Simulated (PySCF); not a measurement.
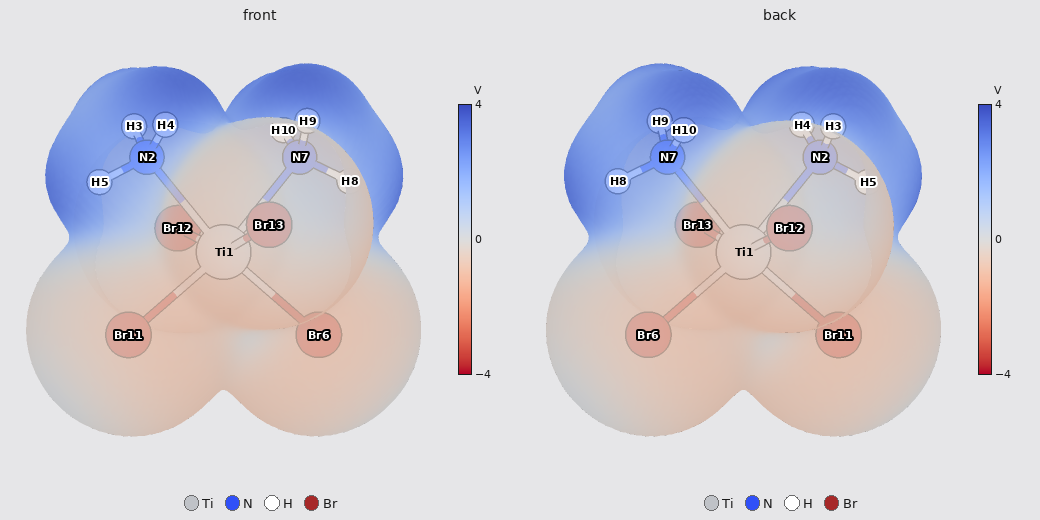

*Br4H6N2Ti (cis-Ti(NH3)2Br4). The electrostatic potential painted on the density surface at 0.004 e/bohr³, seen from the front and from behind; the colour scale runs from red (negative) to blue (positive).*

Geometry: PBE0-D3(BJ)/def2-SVP.

Method: wB97X-D/def2-SVPD, SCF density, gas phase in PySCF.

The calculation's input:

```
{"job": {"kind": "uv", "xc": "wB97X-D", "basis": "def2-SVPD", "ip": false, "nstates": 15}, "charge": 0, "multiplicity": 1}
Ti    -0.705131     0.022490    -0.713387
N     -0.541491    -0.027958     1.539784
H     -0.084205     0.800233     1.921109
H     -0.107632    -0.879623     1.896068
H     -1.509268    -0.019368     1.865962
Br    -0.453680     0.092194    -3.069380
N      1.547436    -0.026849    -0.526142
H      1.887450    -0.132038    -1.483347
H      1.897684    -0.821865     0.007818
H      1.922484     0.848496    -0.159644
Br    -3.065130     0.063883    -0.487814
Br    -0.347381     2.425981    -0.329953
Br    -0.410506    -2.397705    -0.438884
```

Run with:

```sh
OMP_NUM_THREADS=1 python probes_run.py task.json out
```

> Which sites attract a positive test charge, and which a negative one?

A positive charge is drawn to the negative regions and a negative charge to the positive ones. The most negative region (about −0.8 V) lies over Br12 and Br13, the most positive (about +3.3 V) over H3, H4 and H9.
